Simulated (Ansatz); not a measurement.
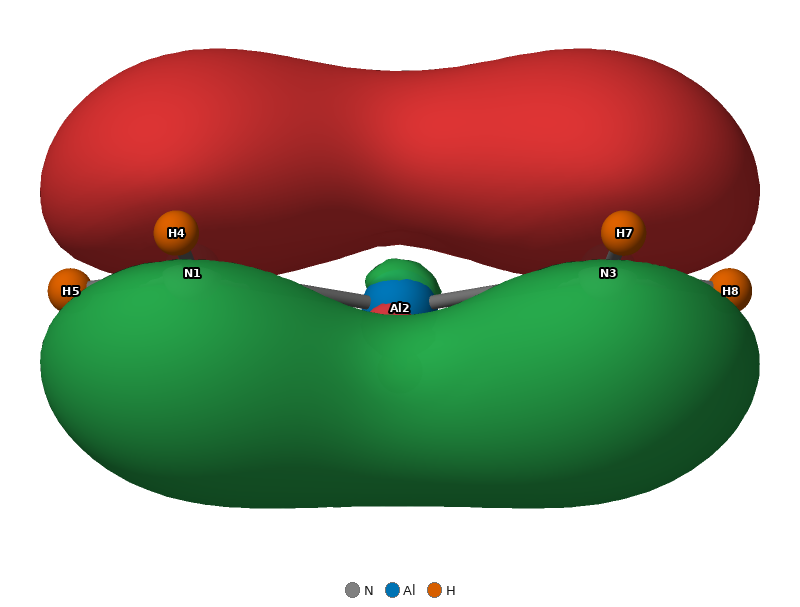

*AlH5N2 (SMILES [NH2][AlH][NH2]). The HOMO−1 at ±0.08 Å⁻³ᐟ² (green and red are the two phases), seen from one side.*

Geometry: PBE0-D4/def2-TZVP.

The calculation used RKS PBE0-D4/def2-TZVPP in Ansatz 0.2.0.

```xyz
8

N    -0.9781    0.6599   -1.0125
Al    0.2299    0.4782    0.2672
N     0.7964   -1.1293    0.7415
H    -1.4104   -0.0823   -1.5369
H    -1.3324    1.5510   -1.3189
H     0.8062    1.7592    0.9908
H     0.4995   -2.0078    0.3504
H     1.4810   -1.2860    1.4627
```

What is the character of this orbital?

Answer. It lies mainly on N1 (about 35 %), N3 (about 35 %) and Al2 (about 20 %); it changes sign across the molecular plane (π type); π-bonding across N1–Al2 and Al2–N3. Its energy is −7.61 eV.
